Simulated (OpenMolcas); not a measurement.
## Excited-state calculation of SnClF2 (part 1 of 3)

System: SnClF2, multiplicity 2, SMILES [F][Sn]([F])[Cl].
Method: MC-PDFT (tLSDA)/STO-3G (OpenMolcas 26.06).

The geometry comes from this level: GFN2-xTB.

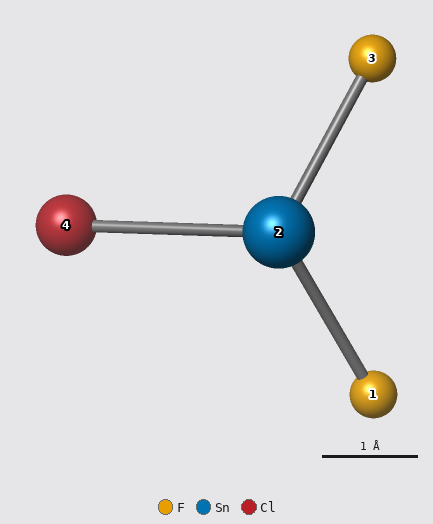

Fig. 1: The input geometry (ball-and-stick view, seen on its broad side; atoms are numbered from 1 in the order of the input). Sticks mark near contacts. Bond lengths as drawn: Cl–Sn 2.42 Å and F–Sn 2.14 Å.

**Results in brief**

| quantity | value |
| --- | --- |
| outcome | converged |
| total energy | −6610.428477 hartree |
| basis functions | 46 |
| hardware | 1 thread of Intel Xeon @ 2.50GHz (Skylake/Cascade Lake), 16 GiB of memory available, shared host |
| wall time | 9.3 s |
| peak memory | 0.38 GiB |

**The input**
```
&GATEWAY
 COORD
 4
 angstrom
 F       -1.154300      -0.488470       1.644060
 Sn       0.225340       0.442010       0.293970
 F        1.882660      -0.837710      -0.160160
 Cl      -0.953710       0.884170      -1.777880
 BASIS=STO-3G
 GROUP=NoSym

&SEWARD

&RASSCF
 FILEORB=$CurrDir/step2.RasOrb
 SPIN=2
 NACTEL=11 0 0
 INACTIVE=37
 RAS2=9
 CIROOT=5 5 1
 ORBLISTING=Nothing
 ORBAPPEAR=Compact
 CMSI

&MCPDFT
 KSDFT=T:LSDA
 MSPDFT
```

Launch command:
```bash
export MOLCAS_MEM=1860
pymolcas step5.input > step5.log
```

**The program's output**
```
--- Start Module: gateway ---

                                              &GATEWAY

                       available to each process: 1.9 GB of memory, 1 thread

++    Symmetry information:
      ---------------------

                    Character Table for C1

                             E
                    a        1  x, y, xy, Rz, z, xz, Ry, yz, Rx, I
--

++    Basis set information:
      ----------------------

      Basis set label: F.STO-3G.........

      Electronic valence basis set:
      ------------------
      Associated Effective Charge   9.000000 au
      Associated Actual Charge      9.000000 au
      Nuclear Model: Point charge

      Shell  nPrim  nBasis  Cartesian Spherical Contaminant
         s       6       2        X
         p       3       1        X

      Basis set label: SN.STO-3G.........

      Electronic valence basis set:
      ------------------
      Associated Effective Charge  50.000000 au
      Associated Actual Charge     50.000000 au
      Nuclear Model: Point charge

      Shell  nPrim  nBasis  Cartesian Spherical Contaminant
         s      15       5        X
         p      12       4        X
         d       6       2                 X

      Basis set label: F.STO-3G.........

      Electronic valence basis set:
      ------------------
      Associated Effective Charge   9.000000 au
      Associated Actual Charge      9.000000 au
      Nuclear Model: Point charge

      Shell  nPrim  nBasis  Cartesian Spherical Contaminant
         s       6       2        X
         p       3       1        X

      Basis set label: CL.STO-3G.........

      Electronic valence basis set:
      ------------------
      Associated Effective Charge  17.000000 au
      Associated Actual Charge     17.000000 au
      Nuclear Model: Point charge

      Shell  nPrim  nBasis  Cartesian Spherical Contaminant
         s       9       3        X
         p       6       2        X
--

++    Molecular structure info:
      -------------------------

                    ************************************************
                    **** Cartesian Coordinates / bohr, angstrom ****
                    ************************************************

     Center  Label                x              y              z                     x              y              z
        1      F1              -2.181311      -0.923075       3.106823             -1.154300      -0.488470       1.644060
        2      SN2              0.425831       0.835278       0.555523              0.225340       0.442010       0.293970
        3      F3               3.557712      -1.583042      -0.302659              1.882660      -0.837710      -0.160160
        4      CL4             -1.802251       1.670839      -3.359706             -0.953710       0.884170      -1.777880

                    ***************************************
                    *    InterNuclear Distances / bohr    *
                    ***************************************

               1 F1            2 SN2           3 F3            4 CL4
    1 F1       0.000000
    2 SN2      4.049460        0.000000
    3 F3       6.707943        4.048880        0.000000
    4 CL4      6.977684        4.581651        6.975850        0.000000

                    *******************************************
                    *    InterNuclear Distances / angstrom    *
                    *******************************************

               1 F1            2 SN2           3 F3            4 CL4
    1 F1       0.000000
    2 SN2      2.142882        0.000000
    3 F3       3.549691        2.142575        0.000000
    4 CL4      3.692431        2.424505        3.691461        0.000000
--

            Nuclear Potential Energy            463.72551134 au

--- Stop Module: gateway /rc=_RC_ALL_IS_WELL_ ---

--- Start Module: seward ---

                                              &SEWARD

                       available to each process: 1.9 GB of memory, 1 thread

               SEWARD will generate:
                  Multipole Moment integrals up to order  2
                  Kinetic Energy integrals
                  Nuclear Attraction integrals (point charge)
                  One-Electron Hamiltonian integrals
                  Velocity integrals
                  Orbital angular momentum around (  0.0735   0.5754   0.0124 )
                  Velocity quadrupole around (  0.0735   0.5754   0.0124 )
                  Two-Electron Repulsion integrals

                   Integrals are discarded if absolute value <: 1.00E-14
                   Integral cutoff threshold is set to       <: 1.00E-16

            Nuclear Potential Energy            463.72551134 au

      Basis set specifications :
      Symmetry species         a
      Basis functions           46

--- Stop Module: seward /rc=_RC_ALL_IS_WELL_ ---
--- Module seward spent 1 second ---

--- Start Module: rasscf ---

                                              &RASSCF

                       available to each process: 1.9 GB of memory, 1 thread

      Header of the ONEINT file:
      --------------------------

      OrdInt status: non-squared

      Cartesian coordinates in angstrom:
      -----------------------------------------------------
      No.  Label        X            Y            Z
      -----------------------------------------------------
       1   F1        -1.15430000  -0.48847000   1.64406000
       2   SN2        0.22534000   0.44201000   0.29397000
       3   F3         1.88266000  -0.83771000  -0.16016000
       4   CL4       -0.95371000   0.88417000  -1.77788000
      -----------------------------------------------------
      Nuclear repulsion energy =  463.72551134

++    Wave function specifications:
      -----------------------------

      Number of closed shell electrons          74
      Number of electrons in active shells      11
      Max number of holes in RAS1 space          0
      Max nr of electrons in RAS3 space          0
      Number of inactive orbitals               37
      Number of active orbitals                  9
      Number of secondary orbitals               0
      Spin quantum number                      0.5
      State symmetry                             1
--

++    Orbital specifications:
      -----------------------

      Symmetry species                           1
                                                 a
      Frozen orbitals                            0
      Inactive orbitals                         37
      Active orbitals                            9
      RAS1 orbitals                              0
      RAS2 orbitals                              9
      RAS3 orbitals                              0
      Secondary orbitals                         0
      Deleted orbitals                           0
      Number of basis functions                 46
--

++    CI expansion specifications:
      ----------------------------

      Number of CSFs                          6048
      Number of determinants                 10584
      Number of root(s) required                 5
      Root chosen for geometry opt.              5
      CI roots used                              1     2     3     4     5
      weights                                0.200 0.200 0.200 0.200 0.200
      highest root included in the CI            5
      max. size of the explicit Hamiltonian    200
--

++    Optimization specifications:
      ----------------------------

      RASSCF algorithm: Conventional
      Maximum number of macro iterations       200
      Maximum number of SX iterations          100
      Threshold for RASSCF energy            1.000E-08
      Threshold for max MO rotation          1.000E-01
      Threshold for max BLB element          1.000E-04
      Level shift parameter                  5.000E-01
      Make Quasi-Newton update
--

      The MO-coefficients are taken from the file:
      step2.RasOrb
      Title: RASSCF average (pseudo-natural) orbitals

      Total molecular charge    0.00

      ************************************************************************************************************************
      *                                            Wave function control section                                             *
      ************************************************************************************************************************

                                         RASSCF iterations: Energy and convergence statistics
                                         ----------------------------------------------------

          iter iter root      energy       change     param      element    value   shift minimum  type update hh:mm:ss
 Nr of preliminary CI iterations:   8
      Total energies have been shifted. Add                -6000.00 au
        1   1    5    0  -613.95234966    0.00E+00  -5.70E-04   28  45 1 -7.58E-05   0.45   0.00    SX    NO    0:00:00
        2   1    4    0  -613.95234974   -7.78E-08*  3.38E-04   37  46 1 -4.00E-05   0.45   0.00    SX    NO    0:00:00
        3   2    4    0  -613.95235934   -9.60E-06* -1.64E-04   37  46 1 -2.80E-05   0.45   0.00    SX    NO    0:00:00
        4  11    4    0  -613.95237232   -1.30E-05*  3.46E-04   28  45 1  5.73E-05   0.44   0.00    SX    NO    0:00:00
        5   1    4    0  -613.95237235   -3.55E-08* -3.52E-04   28  45 1  2.78E-05   0.45   1.69    QN   YES    0:00:00
        6   8    4    0  -613.95237237   -1.53E-08*  2.66E-04   37  46 1  1.52E-05   0.45   1.12    QN   YES    0:00:00
        7   1    3    0  -613.95237237   -1.62E-09   1.79E-05   37  46 1  1.03E-05   0.45   0.89    QN   YES    0:00:00
      Convergence after  7 iterations
        8   1    3    0  -613.95237237   -5.45E-10   1.79E-05   37  46 1  7.46E-06   0.45   0.89    QN   YES    0:00:00

    CMS INTERMEDIATE-STATE OPTIMIZATION
     START MATRIX          XMS INTERMEDIATE STATES
     OPT ALGO                               NEWTON
     Q_a-a THRESHOLD                      1.00E-08
     GRAD  THRESHOLD                      1.00E-10
     MAX CYCLES                                100
     MIN CYCLES                                  5
 =======================================================================
      Cycle       Q_a-a        Difference  # Pos.     Largest    Step
                                           Hessian    Gradient   Scaled
 -----------------------------------------------------------------------
         0    101.99911334     0.00E+000      0     0.0000E+000   1.0
         1    101.99047741    -8.64E-003      5     7.8651E-002   1.0
         2    102.00749831     1.70E-002      6     3.8673E-002   1.0
         3    101.99561713    -1.19E-002      4     7.8905E-002   1.0
         4    102.00265137     7.03E-003      5     1.2989E-001   1.0
         5    101.99016685    -1.25E-002      5     7.2518E-002   1.0
         6    102.00988975     1.97E-002      4     4.8885E-002   1.0
         7    102.03306629     2.32E-002      5     1.0397E-001   1E-1
         8    102.07496306     4.19E-002      4     9.6618E-002   1E-1
         9    102.11264269     3.77E-002      3     6.0938E-002   1.0
        10    102.12718283     1.45E-002      2     3.2665E-002   1.0
        11    102.13263124     5.45E-003      1     2.1667E-002   1.0
        12    102.13711759     4.49E-003      0     3.9629E-002   1E-1
        13    102.13985798     2.74E-003      0     1.8965E-002   1.0
        14    102.14068000     8.22E-004      0     1.3004E-002   1.0
        15    102.14068293     2.93E-006      0     5.5328E-004   1.0
        16    102.14068293     6.64E-011      0     2.8458E-006   1.0
        17    102.14068293    -7.11E-014      0     1.2859E-010   1.0
        18    102.14068293    -7.11E-014      0     2.2127E-015   1.0
    CONVERGENCE REACHED
 =======================================================================

 =======================================================================

           Do_Rotate.txt is found in scratch directory.
           Following properties are for CMS intermediate states.

 =======================================================================

      ************************************************************************************************************************
                                                      Wave function printout:
                       occupation of active orbitals, and spin coupling of open shells (u,d: Spin up or down)
      ************************************************************************************************************************

      Note: transformation to natural orbitals
      has been made, which may change the order of the CSFs.
```
